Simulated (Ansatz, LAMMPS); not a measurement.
**Convergence of a linear-scaling basis for aqueous K+ and SO4 2-, 1.1 mol of salt per kg of water at 280 K (154 atoms)**

Wanted: errors and times of a linear-scaling basis for aqueous K+ and SO4 2-, 1.1 mol of salt per kg of water at 280 K (154 atoms). A setting counts as converged where the r.m.s. difference of forces stays under 1 % of the r.m.s. force.

Main program and level: Ansatz 0.2.0; Kohn-Sham DFT, r2SCAN+D4, PAW (set soft_2), plane waves.

## 1. Set-up

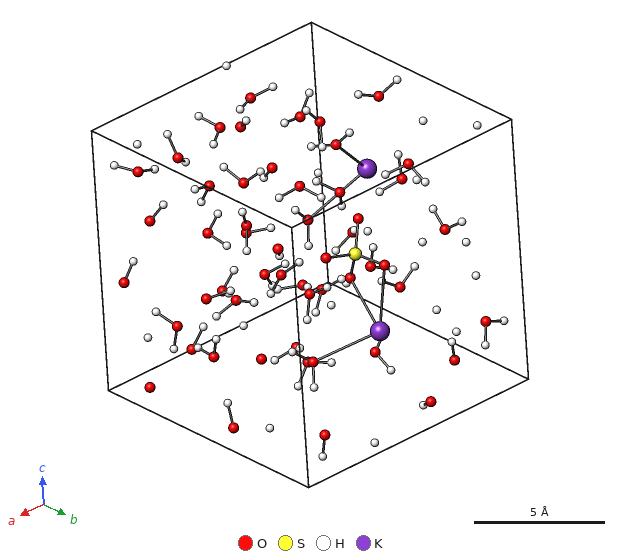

The cell as given, from a free direction (oxygen red, sulfur yellow, hydrogen white, potassium purple). Bonds to atoms that aren't drawn are left out. Some periodic images of atoms are drawn too.

The cell holds 154 atoms: 53 O, 1 S, 98 H and 2 K. Cell: a = 11.520 Å, b = 11.520 Å, c = 11.520 Å, α = 90.0°, β = 90.0°, γ = 90.0°. 49 H2O, 2 K+, 1 SO4 2- placed at random, at 1.15 g/cm³; overlaps pushed apart, then 10 ps at 420 K with Joung-Cheatham ions (J. Phys. Chem. B 112, 9020 (2008)); MMFF94 bonds, angles, torsions, charges and radii (Halgren, J. Comput. Chem. 17, 490 (1996)) in harmonic and 12-6 forms; SPC/E water (Berendsen, Grigera and Straatsma, J. Phys. Chem. 91, 6269 (1987)); charges of ions scaled by 0.85. Snapshot after 20 ps at 280 K and fixed volume.

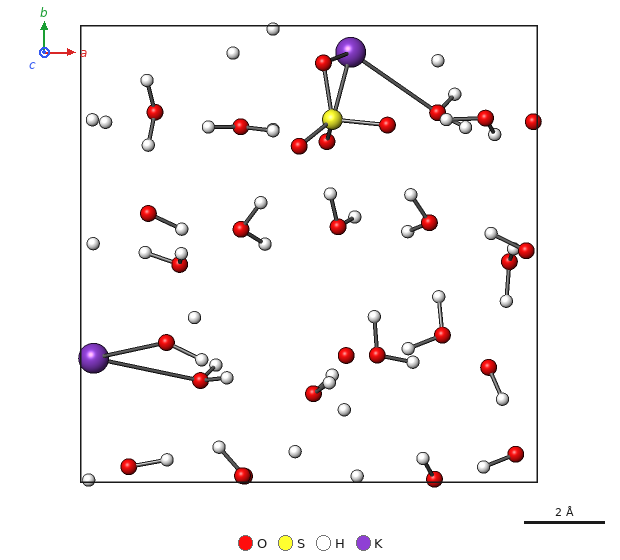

A slice 6 Å thick through the middle of the cell. Bonds to atoms that aren't drawn are left out.

What the set-up can't give: The network of contacts between molecules at the start is that of the classical potential that made the cell, and needn't be the one that DFT or experiment would give. The concentration wasn't checked against solubility and may exceed it. The density was typed from a rule of thumb and may lie off the real one at this temperature. The Brillouin zone is sampled at Γ only, in a cell whose shortest periodic width is 12 Å.

## 2. How the cell was made

A classical potential supplies the starting structure, since it reaches far longer times than DFT.

This step: classical MD, Joung-Cheatham ions (J. Phys. Chem. B 112, 9020 (2008)); MMFF94 bonds, angles, torsions, charges and radii (Halgren, J. Comput. Chem. 17, 490 (1996)) in harmonic and 12-6 forms; SPC/E water (Berendsen, Grigera and Straatsma, J. Phys. Chem. 91, 6269 (1987)); charges of ions scaled by 0.85 (LAMMPS 22 Jul 2025 - Update 4).

in.lmp reads:

```
# aqueous K+ and SO4 2-, 1.1 mol of salt per kg of water
units real
atom_style full
boundary p p p
bond_style harmonic
angle_style harmonic
dihedral_style opls
improper_style harmonic
special_bonds lj 0 0 0.5 coul 0 0 0.75
read_data data.lmp
neigh_modify delay 0 every 1 check yes one 4000
comm_modify cutoff 12.0
timestep 0.5
thermo_style custom step time temp pe press density
thermo_modify norm yes
# push overlapping molecules apart
pair_style soft 2.6
pair_coeff * * 0.0
variable a equal ramp(1,60)
fix ad all adapt 1 pair soft a * * v_a
velocity all create 420 370922 mom yes dist gaussian
fix lim all nve/limit 0.03
fix lan all langevin 420 420 50 370923 zero yes
thermo 1000
run 3000 post no
unfix ad
pair_style lj/cut/coul/long 9.0
pair_modify mix arithmetic tail yes
pair_coeff 1 1 0.0763 3.0960   # O
pair_coeff 2 2 0.2681 3.4180   # S
pair_coeff 3 3 0.1553 3.1660   # O
pair_coeff 4 4 0.0000 1.0000   # H
pair_coeff 5 5 0.4297 2.8384   # K
kspace_style pppm 1.0e-4
# [... 18 lines left out ...]
compute msd all msd com yes
thermo 5000
fix md all nvt temp 280 280 100
run 20000 post no
print "== T280: mean square displacement over the hold $(c_msd[4]:%.2f) A^2"
unfix md
uncompute msd
write_dump all custom T280.dump id type xs ys zs modify sort id
```

Started as:

```bash
lmp -in in.lmp -log none -nocite
```

The log of the run:

```text
LAMMPS (22 Jul 2025 - Update 4)
Reading data file ...
  orthogonal box = (0 0 0) to (11.52017 11.52017 11.52017)
  154 atoms
  orthogonal box = (0 0 0) to (11.52017 11.52017 11.52017)
  102 bonds
  55 angles
   Step          Time           Temp          PotEng         Press         Density
         0   0              420            0.41167661     6398.131       1.1480011
      1000   500            400.72422      1.0874333      31781.201      1.1480011
      2000   1000           368.39048      1.1194615      51916.355      1.1480011
      3000   1500           416.28596      1.0842232      55942.104      1.1480011
[... 29 lines left out ...]
Loop time of 5.34614 s on 1 MPI rank(s) for 10000 steps with 154 atoms
   Step          Time           Temp          PotEng         Press         Density
[... 4 lines left out ...]
Loop time of 2.61626 s on 1 MPI rank(s) for 5000 steps with 154 atoms
   Step          Time           Temp          PotEng         Press         Density
[... 2 lines left out ...]
     25000   24000          328.28276     -5.712356       3156.683       1.1480011
     30000   29000          264.39033     -5.6518028     -2674.9311      1.1480011
     35000   34000          315.45895     -5.6869226     -779.74537      1.1480011
     37000   36000          317.45479     -5.6200877     -3287.3499      1.1480011
Loop time of 10.3402 s on 1 MPI rank(s) for 20000 steps with 154 atoms
== T280: mean square displacement over the hold 15.68 A^2
```

Run time: 20 s. Hardware: 1 thread of Arm Neoverse V2, shared host; peak memory 0.12 GiB.

The input also reads data.lmp (atoms, bonds and types; not printed here).

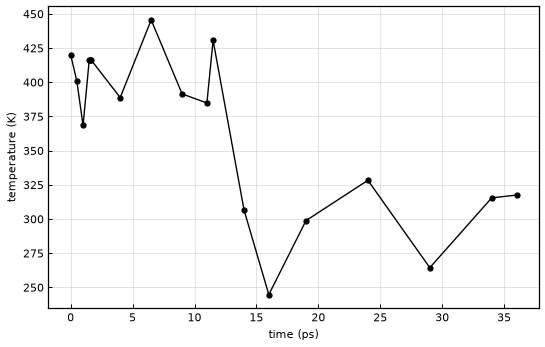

Temperature, plotted against time.

## 3. Plane-wave single point

The first run fixes the reference, at a cutoff of 500 eV.

input.yaml reads:

```yaml
crystal:
  lattice:
    - [11.52017, 0.0, 0.0]
    - [0.0, 11.52017, 0.0]
    - [0.0, 0.0, 11.52017]
  atoms:
    - { symbol: O, position: [0.53146, 0.91831, 0.63013] }
    - { symbol: S, position: [0.55116, 0.79439, 0.63508] }
    - { symbol: O, position: [0.47832, 0.73592, 0.71884] }
    - { symbol: O, position: [0.5392, 0.74596, 0.5199] }
    - { symbol: O, position: [0.67172, 0.78219, 0.66538] }
    - { symbol: O, position: [0.88647, 0.79741, 0.69532] }
    - { symbol: H, position: [0.80054, 0.79423, 0.70716] }
    - { symbol: H, position: [0.90649, 0.76152, 0.61886] }
    - { symbol: O, position: [0.91185, 0.12304, 0.85143] }
    - { symbol: H, position: [0.83, 0.11423, 0.8239] }
    - { symbol: H, position: [0.94756, 0.04458, 0.86158] }
    - { symbol: O, position: [0.16263, 0.81039, 0.57315] }
    - { symbol: H, position: [0.14794, 0.7383, 0.6192] }
    - { symbol: H, position: [0.14522, 0.87999, 0.62202] }
    - { symbol: O, position: [0.2167, 0.47701, 0.32933] }
    - { symbol: H, position: [0.2204, 0.50075, 0.41275] }
    - { symbol: H, position: [0.14129, 0.50308, 0.29515] }
    - { symbol: O, position: [0.3413, 0.41038, 0.91314] }
    - { symbol: H, position: [0.37572, 0.45429, 0.84664] }
    - { symbol: H, position: [0.39725, 0.40982, 0.9795] }
    - { symbol: O, position: [0.50966, 0.19402, 0.50276] }
    - { symbol: H, position: [0.55072, 0.23475, 0.43803] }
    - { symbol: H, position: [0.54433, 0.21799, 0.57864] }
    - { symbol: O, position: [0.35108, 0.55401, 0.54558] }
    - { symbol: H, position: [0.40361, 0.52153, 0.48458] }
    - { symbol: H, position: [0.39443, 0.61239, 0.59299] }
    - { symbol: O, position: [0.38622, 0.94112, 0.05274] }
    - { symbol: H, position: [0.36274, 0.87315, 0.00413] }
    - { symbol: H, position: [0.39562, 0.01102, 0.00213] }
    - { symbol: O, position: [0.95259, 0.06153, 0.41866] }
    - { symbol: H, position: [0.01745, 0.00497, 0.42999] }
    - { symbol: H, position: [0.88208, 0.03355, 0.46086] }
    [... 116 atom lines left out ...]
    - { symbol: H, position: [0.92286, 0.42383, 0.90092] }
    - { symbol: O, position: [0.14818, 0.58859, 0.67902] }
    - { symbol: H, position: [0.22126, 0.55433, 0.64709] }
    - { symbol: H, position: [0.14231, 0.57046, 0.7637] }
    - { symbol: K, position: [0.02828, 0.27163, 0.55002] }
    - { symbol: K, position: [0.59116, 0.94157, 0.40956] }
kpoints:
  mp_grid: { grid: [1, 1, 1] }
hamiltonian:
  xc: r2scan
  dispersion: d4
scf:
  occupations: { method: fixed }
output:
  forces: true
  stress: true
  populations: true
  dos:
    method: { smearing: { sigma: 0.1 } }
    de: 0.1
    projected: { site_lists: { H: [H], K: [K], O: [O], S: [S] } }
  eigenvalues: true
  write_density: true
  write_potential: true
  volumetric_format: npy
```

Started as:

```bash
ansatz run input.yaml --threads 8 --pin off --max-ram 15872MiB --backend cpu --events-out ev --progress --plain --runs-dir out
```

The log of the run:

```text
Engine: ansatz 0.2.0, aarch64-unknown-linux-gnu
Pseudopotentials: kind: paw
Pseudopotential: O, paw, valence charge 6, recommended cutoff 500 eV (meta_gga), O.paw.azcp
Pseudopotential: S, paw, valence charge 6, recommended cutoff 500 eV (meta_gga), S.paw.azcp
Pseudopotential: H, paw, valence charge 1, recommended cutoff 500 eV (meta_gga), H.paw.azcp
Pseudopotential: K, paw, valence charge 9, recommended cutoff 500 eV (meta_gga), K.paw.azcp
[... 6 lines on functional and potentials left out ...]
Crystal: 154 atoms, lattice volume = 1528.891 Å³
Basis set: ecut = 500 eV, 38911 PW (Γ), exchange–correlation on 360×360×360 points (64 copies of the dense FFT grid, shifted against one another)
Bands: 374, of which v1, the nominal top of the filled ones, is band 220 counted from 1 (219 counted from 0)
Symmetry: 1 space group operations
Space group: P1 (ITA 1), of the structure as read, at distance tolerance 1.2e-4 Å
k-points: 1
[... 12 lines on functional and potentials left out ...]
Initial density: superposition of atomic densities (neutral atoms: chi_scale 0, normalization atom), corrected by the library's trained network
Initial wavefunctions: pseudopotential atomic-orbital guess
Functional: x = r2scan, c = r2scan; τ floored in thin density (d = 2e-4 eV/Å³)
SCF iter   1: F=—  HF=-35709.568786 eV  |F-HF|=—  |Δ(HF+E_count)|=         —  Δρ=5.92e-3  dr2=4.97e-1  dr2_τ=6.99e0  ethr=1.77e-3  ⟨swp⟩=5.0  Hψ=1339  notcnv=0  defer=151
preconditioner: auto → Resta (q_TF=auto, 2.217 Å⁻¹)  ε∞=2.1  [insulator: Δε(μ)=4.765 eV  Ē_g=18.832 eV  n_scr=256 (ndim 8)  ℏωp=19.8 eV  f_vac=0.249  ε∞_Penn≈2.1]
SCF iter   2: F=—  HF=-35707.456480 eV  |F-HF|=—  |Δ(HF+E_count)|=    2.11e0  Δρ=3.50e-3  dr2=7.53e-2  dr2_τ=1.77e-2  ethr=1.13e-4  ⟨swp⟩=3.0  Hψ=657  notcnv=0  defer=152
SCF iter   3: F=—  HF=-35707.433457 eV  |F-HF|=—  |Δ(HF+E_count)|=   2.30e-2  Δρ=1.33e-3  dr2=1.75e-2  dr2_τ=1.49e-3  ethr=1.71e-5  ⟨swp⟩=2.0  Hψ=387  notcnv=0  defer=152
SCF iter   4: F=—  HF=-35707.446995 eV  |F-HF|=—  |Δ(HF+E_count)|=   1.35e-2  Δρ=2.33e-4  dr2=6.43e-4  dr2_τ=1.20e-4  ethr=3.97e-6  ⟨swp⟩=2.0  Hψ=446  notcnv=0  defer=152
SCF iter   5: F=—  HF=-35707.447208 eV  |F-HF|=—  |Δ(HF+E_count)|=   2.13e-4  Δρ=1.12e-4  dr2=1.58e-4  dr2_τ=2.11e-5  ethr=1.46e-7  ⟨swp⟩=2.0  Hψ=442  notcnv=0  defer=152
SCF iter   6: F=—  HF=-35707.447269 eV  |F-HF|=—  |Δ(HF+E_count)|=   6.14e-5  Δρ=3.77e-5  dr2=2.80e-5  dr2_τ=2.82e-6  ethr=3.59e-8  ⟨swp⟩=2.0  Hψ=442  notcnv=0  defer=148
SCF iter   7: F=—  HF=-35707.447549 eV  |F-HF|=—  |Δ(HF+E_count)|=   2.79e-4  Δρ=1.53e-5  dr2=3.46e-6  dr2_τ=3.09e-7  ethr=6.35e-9  ⟨swp⟩=2.0  Hψ=592  notcnv=0  defer=148
SCF iter   8: F=—  HF=-35707.447553 eV  |F-HF|=—  |Δ(HF+E_count)|=   4.20e-6  Δρ=8.23e-6  dr2=7.72e-7  dr2_τ=1.00e-7  ethr=7.87e-10  ⟨swp⟩=2.0  Hψ=444  notcnv=0  defer=148
SCF iter   9: F=-35707.447554 eV  HF=-35707.447554 eV  |F-HF|=1.01e-7  |Δ(HF+E_count)|=   4.18e-7  Δρ=1.78e-6  dr2=4.39e-8  dr2_τ=5.35e-9  ethr=2.27e-11  ⟨swp⟩=24.0  Hψ=3899  notcnv=0
SCF 1 converged in 9 iterations: F = -35707.447554 eV  dr2 = 4.39e-8
  greatest PAW one-centre occupation: 0.989 electrons in one spin orbital (limit 2), on the K atom at site 153 (counted from 0), in its partial waves of l = 0
WARN: The input density's exchange-correlation potential varies sharply where the density is thin. Do not read a vacuum level from v_tot or v_xc, or from such a field of the output density. On a cell that repeats whose density bears no net charge and no dipole along the vacuum's axis use v_es (v_loc + v_h of the components); [...]
SCF converged after 9 iterations
Free energy (F): -35707.447554 eV
Harris-Foulkes:  -35707.447554 eV  (|F-HF|=1.01e-7)
Internal energy: -35707.447554 eV  (E = F + TS)
E sigma→0 (E₀):  -35707.447554 eV
Fermi energy:    -2.049030 eV
--- Per-component energies (eV) ---
  E_band       = -4458.137809
  E_kinetic    = 11278.086201
  E_local      = -35272.024522  (includes V_loc(G=0)·N_el)
  E_nonlocal   = 2735.317623
  E_hartree    = 12860.255390
  E_xc         = -5078.165977
  E_vxc        = -7299.941465  (∫ρ·V_xc dr)
  E_paw        = -10745.094843  (= ΣΔE_a)
  E_vpaw       = -2118.384098  (= ΣTr[D̂ρ^β])
  E_aug_tail   = 0.013761  (compensation charges beyond the density's cutoff)
  E_vtau       = 498.289564  (kinetic-family band-sum trace: ∫τ·v_τ [+ j·A + Jᵃ·Aᵃ] dr)
  E_ewald      = -11481.171292
  E_disp       = -2.468891  (pairwise vdW)
  E_core_change = -2.195005  (= ΣΔE_core)
  E_smearing   = -0.000000  (= −TS)
  E_closure    = 0.000000  (closes the sum)
  Σ components = -35707.447554   (vs F -35707.447554, Δ=0.00e0)
--- Forces (eV/Å), atoms counted from 1 ---
  atom   1  O     -1.48999694     1.79232646    -0.10456397
  atom   2  S      1.10758079     0.97653011     0.23662643
  atom   3  O     -1.40648363    -0.73513511     0.92333386
  atom   4  O     -0.60882938    -0.71262390    -1.43097263
  atom   5  O      2.01835342    -1.32839054     0.94323716
  atom   6  O      0.02734358    -0.49037999    -0.84085584
  atom   7  H      1.13194092    -0.23378453    -0.59298289
  atom   8  H     -0.61000343     0.69011600     1.55856132
  atom   9  O     -0.97949140    -0.25974852    -0.49710744
  atom  10  H      1.60787088    -0.24760513     0.46059413
  atom  11  H     -1.12116968     0.47197141     0.14825228
  atom  12  O     -0.46678940    -0.24790898     0.86682432
  atom  13  H      0.30785388     0.98810753    -0.16205388
  atom  14  H      0.04122570    -0.82188345    -0.39065543
[...]
atom 153  K      0.00457207    -0.31338390     0.04646282
  atom 154  K      0.27317849     0.29838285    -0.43594262
  max |Σ_I F_I| component: 1.49e-4 eV/Å
--- Stress (GPa, compression-positive) ---
       -3.322571       0.756568       0.733824
        0.756567      -3.782927      -0.724424
        0.733821      -0.724421      -4.281373
  P = ⅓ Tr σ = -3.7956 GPa (-37.956 kbar)
--- Band table (eV) ---
  k-point 0: bands = ["-30.5760", "-30.3149", "-27.1596", "-22.9829", [... 358 levels ...], "11.7146", "11.7462", "11.7986", "11.8353", "11.8587", "11.9187", "11.9628", "11.9843", "12.0511", "12.0874", "12.1250", "12.1375"]
--- Löwdin populations: 154 sites ---
  site symbol       q [e]
     0      O      6.8163
     1      S      3.3872
     2      O      6.8018
[...]
153      K      8.1517
  spilling = 0.011045 (of n_electrons = 440.000000)
```

It took 32 s on 8 threads of Arm Neoverse V2, shared host; peak memory 4.4 GiB.

In the SCF lines HF is the Harris–Foulkes energy and dr2 the Hartree energy of the density residual, in eV; the loop may stop once dr2 is under the threshold and the program's other checks hold. Hψ counts applications of the Hamiltonian.

The program notes that the exchange-correlation potential is rough where the density is thin.

Read from the output:

* free energy: -35707.4476 eV
* free energy per atom: -231.8665 eV/atom
* SCF cycles: 9
* pressure: -3.796 GPa
* r.m.s. force component: 0.7378 eV/Å
* longest force: 2.594 eV/Å
* Fermi energy: -2.049 eV
* gap (highest filled to lowest empty level): 4.595 eV
* spilling of the projection: 0.01104

Length of the force by element:

```tsv
element	coordination	atoms	mean length of the force (eV/Å)	spread	least	most
H	all	98	1.33	0.346	0.617	2.05
K	all	2	0.456	0.139	0.317	0.595
O	all	53	1.02	0.416	0.208	2.59
S	all	1	1.50	0	1.50	1.50
```

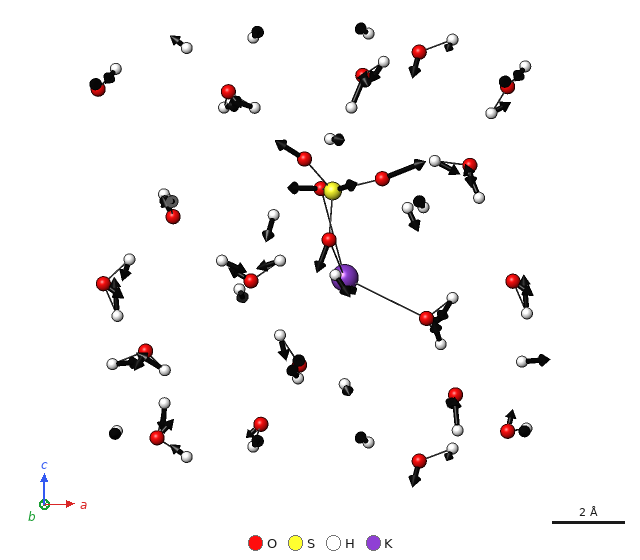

Forces as arrows; the longest in the cell is 2.59 eV/Å. Drawn is a slice 4 Å thick, seen along the normal of the ac plane. Bonds to atoms that aren't drawn are left out.

Löwdin charges by element (they lack the spilled electrons, 0.032 e an atom on average):

```tsv
element	coordination	atoms	mean charge (e)	spread	least	most
H	all	98	0.396	0.0097	0.365	0.419
K	all	2	0.855	0.0064	0.848	0.861
O	all	53	-0.721	0.0358	-0.835	-0.642
S	all	1	2.61	0	2.61	2.61
```

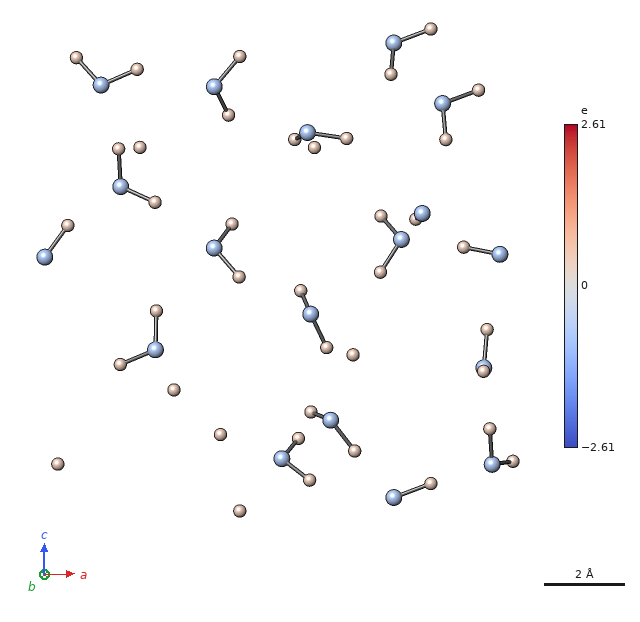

Atoms coloured by Löwdin charge. Drawn is a slice 4 Å thick, seen along the normal of the ac plane. Bonds to atoms that aren't drawn are left out.

States in the cell by windows of 1 eV, zero at the Fermi level; the larger projections on atomic orbitals stand beside the total:

```tsv
from (eV)	to (eV)	total	O p	H s
-10	-9	2.0	0.9	0.2
-9	-8	5.1	3.4	1.3
-8	-7	49.3	33.9	14.1
-7	-6	43.8	30.5	11.7
-6	-5	5.7	4.0	1.1
-5	-4	22.2	17.5	2.3
-4	-3	42.2	35.1	3.0
-3	-2	38.7	34.2	1.4
-2	-1	67.5	65.8	0.4
-1	0	40.6	40.0	0.1
0	1	0.8	0.7	0.0
1	4	0.0	0.0	0.0
4	5	2.0	0.1	1.2
```

With fixed occupations the program's Fermi level is the highest filled level; weight inside the gap is the broadening of levels at its edges.

Between -26 and -10 eV lie 118 more states.

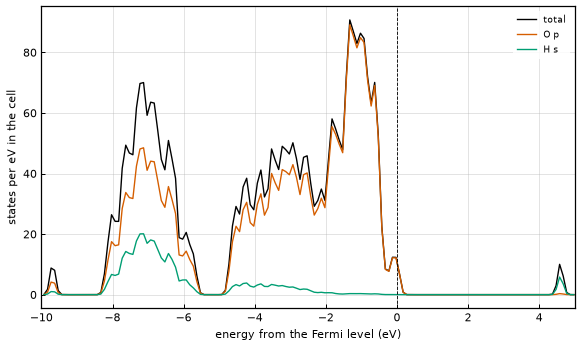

Total and projected density of states, with the broadening of the input.

The levels nearest the highest filled one (over half full), pooled over k-points and spins:

```tsv
level less the highest filled one (eV)	occupation
-0.559	2
-0.541	2
-0.518	2
-0.398	2
-0.156	2
0	2
4.59	0
5.91	0
5.98	0
6.08	0
6.21	0
6.34	0
```

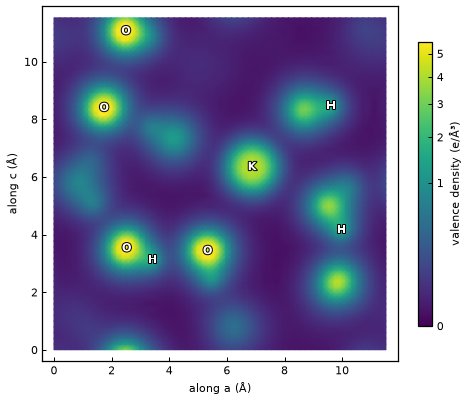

Valence density in the ac plane at fractional y = 0.263, with atoms of O and H and K within 0.2 Å of it. It is the smooth field of the valence electrons, not physical close to the nuclei. The map starts off the cell's origin, so that atoms lie inside it. The colour scale is stretched toward low values.

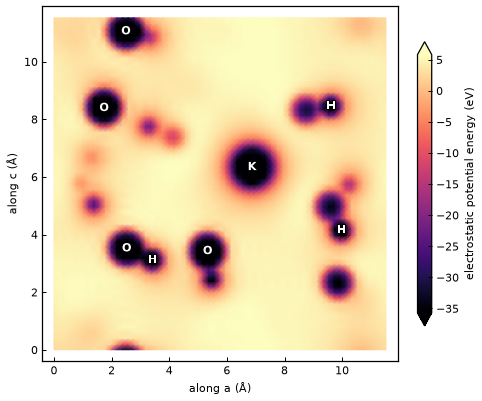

Electrostatic potential energy in the ac plane at fractional y = 0.263, with atoms of O and H and K within 0.2 Å of it. With pseudopotentials it is smooth inside the atoms' cores, unlike the true potential. The map starts off the cell's origin, so that atoms lie inside it.

Mean Löwdin charges: H +0.40, K +0.85, O -0.72, S +2.61 e (they miss 1.1 % of the electrons, so they add up to more than the cell's charge). The largest share in the top eV of filled states is O p (99 % of the projected weight), and in the lowest eV of empty states H s (62 % of the projected weight).

(Continued in part 2 of 2.)

[Logs are printed without paths, hosts, clocks, repeated set-up lines and the standing remarks that a program may print on its own settings, such as how far it seeks lower states.]

[Hosts, paths, dates, database ids (printed as entryN), source tags and the programs' standing remarks are cut or masked in the printed files.]

[The MMFF94 radii named for the starting cell were scaled by 0.96; in molecules described by MMFF94, hydrogen bound to N, O or S took a small fixed 12-6 site in their place.]
